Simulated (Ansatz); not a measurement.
Molecule (SMILES): F[C] (C-F), doublet.
Atoms: C1, F2. Bonds: C1-F2.

Basis-set convergence of the optimised C1-F2 bond length at CCSD(T) with Ansatz (an electronic-structure program). The reference of a correlated method is not its basis-set limit, which lies further on. Cartesian d functions, on some or all atoms, in 6-31G*; all else is spherical. Cores are frozen. Open shells are unrestricted. No added dispersion term, no relativity. Reference: the value in def2-QZVPP, 1.2749 Å, itself unsure by roughly 0.0002 Å (its distance from cc-pVQZ). Deviations are taken from unrounded values.

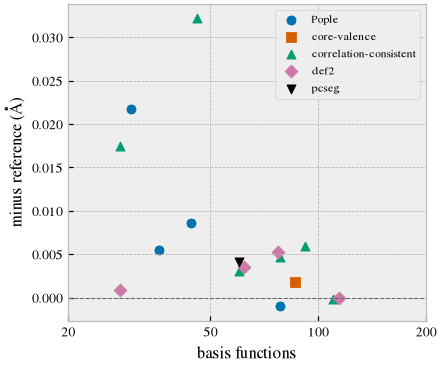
Figure: Deviation from the reference against the number of basis functions, by family of sets.

| basis | functions | optimised C1-F2 bond length (Å) | minus reference (Å) |
|---|---|---|---|
| cc-pVDZ | 28 | 1.2923 | 0.0174 |
| def2-SVP | 28 | 1.2757 | 0.0008 |
| 6-31G* | 30 | 1.2967 | 0.0217 |
| 6-311G** | 36 | 1.2804 | 0.0055 |
| 6-311+G** | 44 | 1.2836 | 0.0086 |
| aug-cc-pVDZ | 46 | 1.3071 | 0.0322 |
| cc-pVTZ | 60 | 1.2779 | 0.0030 |
| pcseg-2 | 60 | 1.2791 | 0.0041 |
| def2-TZVPP | 62 | 1.2784 | 0.0035 |
| def2-TZVPPD | 77 | 1.2802 | 0.0053 |
| 6-311++G(3df,3pd) | 78 | 1.2739 | -0.0010 |
| jun-cc-pV(T+d)Z | 78 | 1.2796 | 0.0047 |
| cc-pCVTZ | 86 | 1.2768 | 0.0018 |
| aug-cc-pVTZ | 92 | 1.2808 | 0.0059 |
| cc-pVQZ | 110 | 1.2747 | -0.0002 |
| def2-QZVPP | 114 | 1.2749 | 0.0000 |
